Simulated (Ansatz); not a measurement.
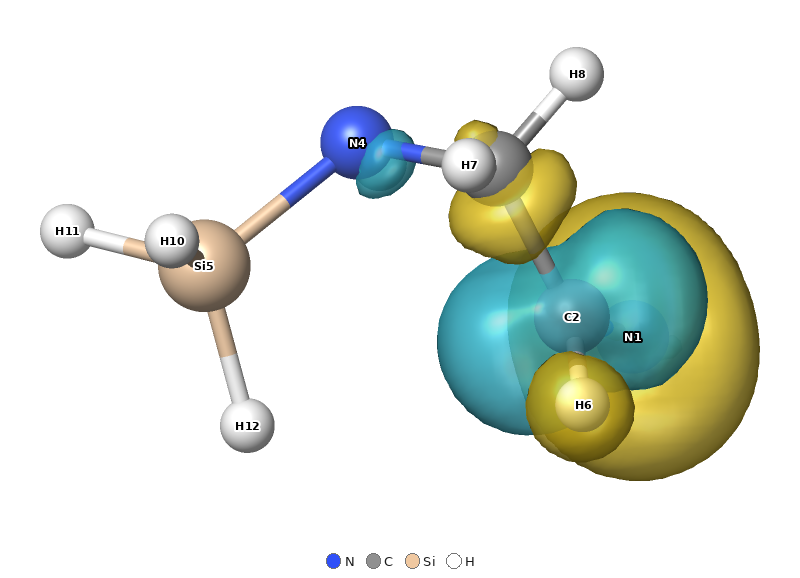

Figure 1: C₂H₇N₂Si (SMILES [N]=CCN[SiH3]) (doublet). Isosurfaces of the spin density at +0.04 (yellow) and −0.04 e/Å³ (cyan), seen across its widest extent.

⟨S²⟩ = 1.03, above the pure value of 0.75; not at a stationary point (largest force 1.8 eV/Å).

These are results of Ansatz 0.2.0, SCF hf, Gaussian basis, not measurements.

```yaml
atoms:
  - { symbol: N, position_ang: [-2.3108, 0.7624, -0.6587] }
  - { symbol: C, position_ang: [-1.4558, 0.7594, 0.2965] }
  - { symbol: C, position_ang: [-0.7532, -0.5125, 0.6913] }
  - { symbol: N, position_ang: [0.1520, -0.9993, -0.3578] }
  - { symbol: Si, position_ang: [1.6243, 0.0313, -0.4931] }
  - { symbol: H, position_ang: [-1.2883, 1.6669, 0.8672] }
  - { symbol: H, position_ang: [-0.1972, -0.3558, 1.6420] }
  - { symbol: H, position_ang: [-1.5180, -1.2927, 0.8925] }
  - { symbol: H, position_ang: [-0.3392, -0.9918, -1.2812] }
  - { symbol: H, position_ang: [2.3271, 0.0618, 0.7984] }
  - { symbol: H, position_ang: [2.5173, -0.5278, -1.5186] }
  - { symbol: H, position_ang: [1.2420, 1.3982, -0.8785] }
```

Where is the unpaired spin?

The unpaired spin (1 electron) lies mostly on N1 (about 1.3), in electrons by Hirshfeld's partition, with opposite, polarisation-induced spin on C2.
